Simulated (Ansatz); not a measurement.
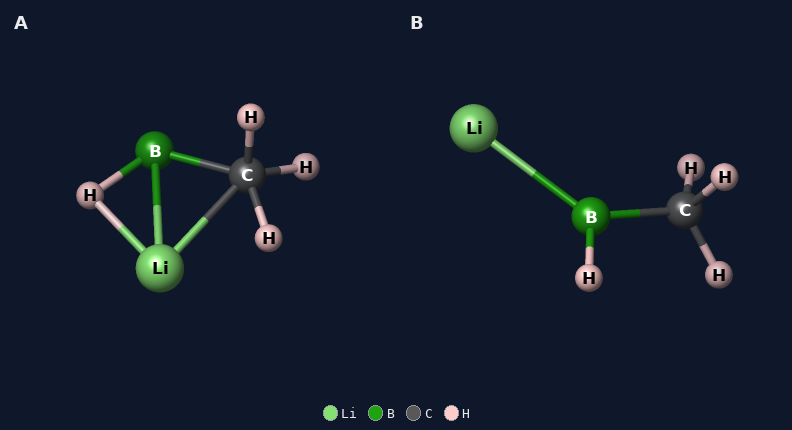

2 stationary structures of one formula. Geometries: PBE-D4/def2-SVP. Electronic energies: PBE-D4/def2-SVP (Ansatz 0.2.0), without zero-point energy. No frequency run is at hand to confirm each as a minimum. Each is one conformer, not always the lowest.

Rank them by energy, lowest first.

Answer. B is lowest (C1); A lies 122.8 kJ/mol above it (C1).
